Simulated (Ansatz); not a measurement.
## Two runs on C$_{2}$Cl$_{2}$N$_{2}$S$_{2}$Si

System: C$_{2}$Cl$_{2}$N$_{2}$S$_{2}$Si (Si(NCS)2Cl2).
Method of the first run: RKS PBE-D4/def2-TZVPD (Ansatz 0.2.0).

The geometry comes from this level: r2SCAN-D4/def2-SVP. Text and figures count atoms from 1; the logs count them from 0 in places.

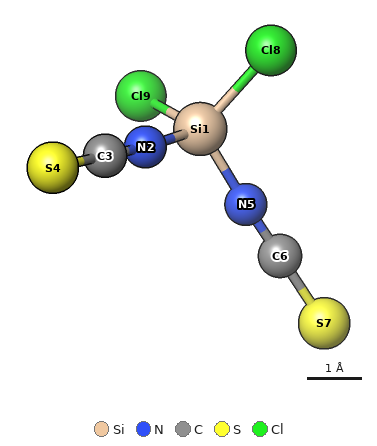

Fig. 1: The input geometry (ball-and-stick view, seen at a tilt; atoms are numbered from 1 in the order of the input). Bond lengths as drawn: Cl–Si 2.04 Å, C–N 1.20 Å, C–S 1.57 Å and N–Si 1.70 Å.

## Input, the first run
```yaml
crystal:
  periodic: [false, false, false]
  atoms:
    - {symbol: Si, position_ang: [-0.702548, -0.002392, -0.501404]}
    - {symbol: N, position_ang: [-0.702593, -0.025655, 1.193599]}
    - {symbol: C, position_ang: [-0.780257, -0.041626, 2.395570]}
    - {symbol: S, position_ang: [-0.870359, -0.062330, 3.960551]}
    - {symbol: N, position_ang: [0.900370, 0.027242, -1.052206]}
    - {symbol: C, position_ang: [2.011670, 0.046222, -1.516619]}
    - {symbol: S, position_ang: [3.462196, 0.070997, -2.110821]}
    - {symbol: Cl, position_ang: [-1.682349, 1.662304, -1.161335]}
    - {symbol: Cl, position_ang: [-1.636120, -1.674772, -1.207344]}
basis:
  gaussian: {orbitals: def2-TZVPD, initial_orbitals: start.molden}
hamiltonian: {xc: pbe, dispersion: d4}
scf: {omitted_lower_state_checks: [starts]}
output: {orbitals: {seedname: orbitals}}
```

Launched with:
```bash
ansatz run in.yaml --threads 2 --pin off --events-out ev --progress --plain --max-ram 32768MiB --backend cuda --devices 0, --max-vram 18GiB
```

Hardware: 2 CPU threads, shared host.

## Output (the first run)
```
Functional definition: PBE
  parameter kappa = 0.804
  parameter beta = 0.06672455060314922
  exchange = pbe_x(kappa = kappa, mu = beta*pi^2/3)
  correlation = pbe_c(beta = beta)
these checks for a lower state are left out or cut short: starts
2127 factors; their error is unknown
mean field evaluation 1: about -59626.7298 eV, gradient 2.1e1 eV
mean field evaluation 2: about -59627.0121 eV, gradient 4.2e-1 eV
mean field evaluation 4: about -59626.9976 eV, gradient 1.8e-1 eV
mean field -59626.99762975 eV, -2191.2517462629 hartree, gradient 4.3e-5 eV, S^2 0.000000; 0 other end points of the search recorded, 0 dependent functions left out
reference -59626.99772536 eV, -2191.2517497763 hartree; 53, 53 occupied and 322, 322 virtual orbitals, 2127 factors
Total energy: -59627.42924398 eV, -2191.2676077929 hartree
Checks for a lower state left out: starts
```

The input of the second run differs as follows (lines with − go, lines with + come):
```diff
+total_charge: -1
+magnetization: {spin_polarized: true, initial_magnetization: 1}
```

What does this change do to the results?

The total energies belong to different systems, so their difference says nothing on which is more stable or more accurate. The HOMO goes from −6.86 to 1.41 eV. The LUMO goes from −2.59 to 1.55 eV.

## Output (the second run)
```
Functional definition: PBE
  parameter kappa = 0.804
  parameter beta = 0.06672455060314922
  exchange = pbe_x(kappa = kappa, mu = beta*pi^2/3)
  correlation = pbe_c(beta = beta)
these checks for a lower state are left out or cut short: starts
2127 factors; their error is unknown
mean field evaluation 1: about -59627.3522 eV, gradient 1.3e1 eV
mean field evaluation 2: about -59627.5640 eV, gradient 3.1e-1 eV
mean field evaluation 4: about -59627.5500 eV, gradient 1.3e-1 eV
mean field evaluation 8: about -59627.5501 eV, gradient 2.5e-5 eV
mean field -59627.55007804 eV, -2191.2720483629 hartree, gradient 7.0e-6 eV, S^2 0.752986; 0 other end points of the search recorded, 0 dependent functions left out
reference -59627.55014892 eV, -2191.2720509676 hartree; 54, 53 occupied and 321, 322 virtual orbitals, 2127 factors
Total energy: -59628.00102103 eV, -2191.2886202121 hartree
Checks for a lower state left out: starts
```

## The two runs side by side

```csv
quantity,the first run,the second run
outcome,converged,converged
total energy (hartree),−2191.267608,−2191.288620
HOMO (eV),−6.86,1.41
LUMO (eV),−2.59,1.55
basis functions,375,375
⟨S²⟩,–,0.753
wall time (shared host),6.5 s,9 s
```

For the second run: The highest filled orbital lies above zero: either the extra electron isn't bound at this level, or the self-interaction error of the functional lifts the level.
